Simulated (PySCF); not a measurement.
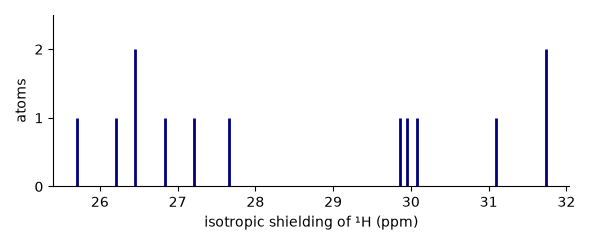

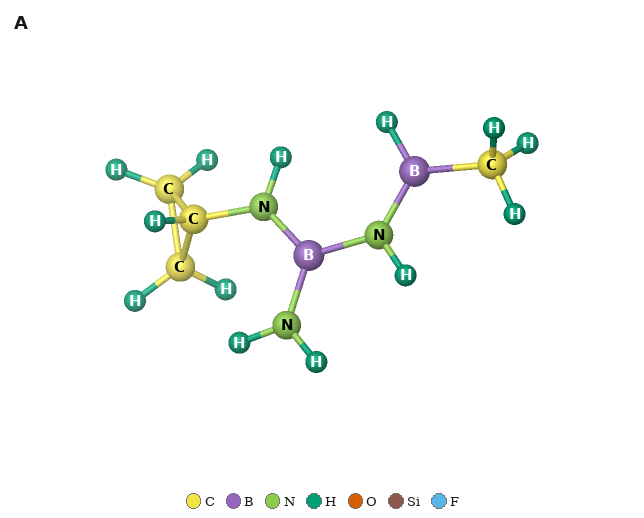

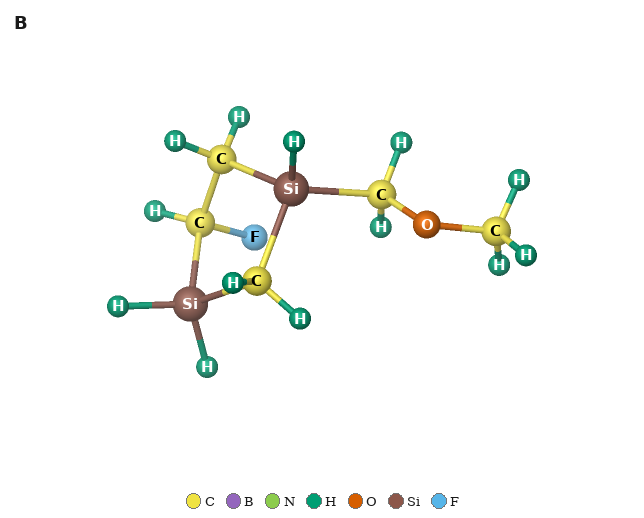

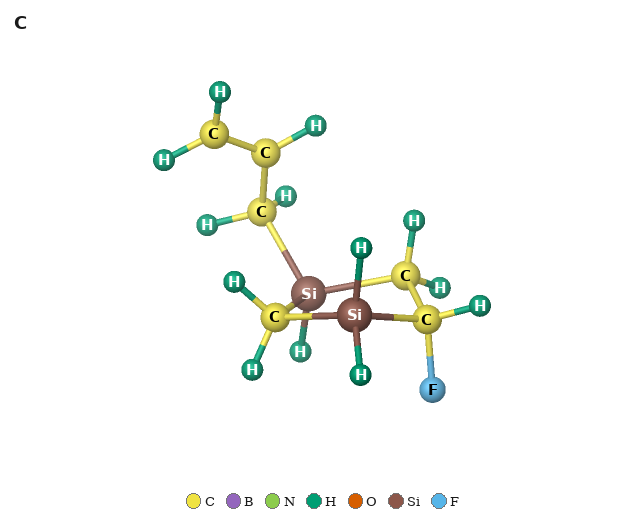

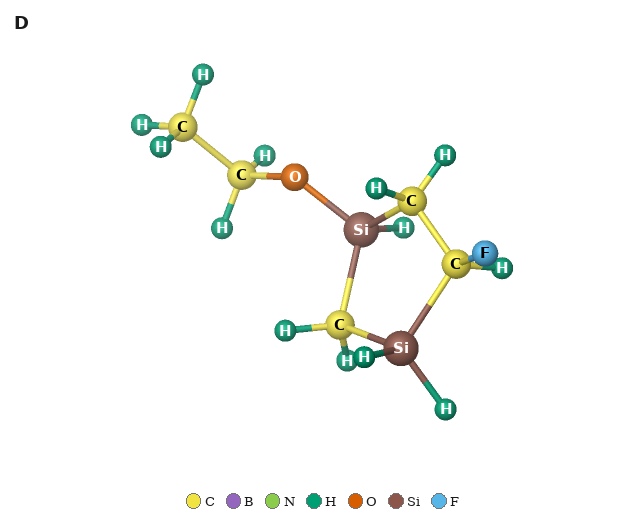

The sticks are computed shieldings of one of the molecules, for one fixed geometry (GFN2-xTB) without averaging over rotations. Low shielding means a high chemical shift. Method: GIAO PBE0/pcSseg-1 NMR shielding, non-relativistic, gas phase (PySCF 2.14.0).

**Which molecule gives this pattern?**

C, `C=CC[Si@@H]1C[SiH2][C@@H](F)C1`. Its 13 H atoms give lines at 25.70, 26.21, 26.45 (2 atoms), 26.83, 27.21, 27.66, 29.85, 29.95, 30.08, 31.09, 31.73 (2 atoms) ppm.

The geometry is semi-empirical. Around B, Si such bond lengths and angles can be off by a tenth of an ångström or more and by several degrees, and values that hang on the shape move with them.
